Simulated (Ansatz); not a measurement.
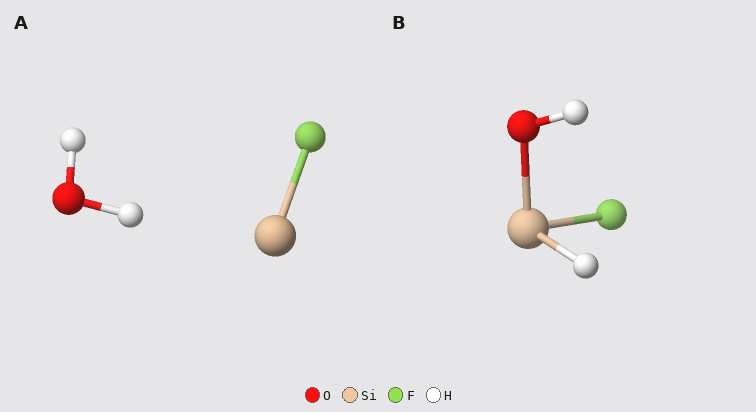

2 stationary structures of one formula. Charge −1, singlet. Geometries: PBE-D4/def2-SVPD. Electronic energies: PBE-D4/def2-SVPD (Ansatz 0.2.0), without zero-point energy. No frequency run is at hand to confirm each as a minimum.

Which structure is the most stable?

Answer. B is lowest (C1); A lies 2.818 eV above it (Cs).
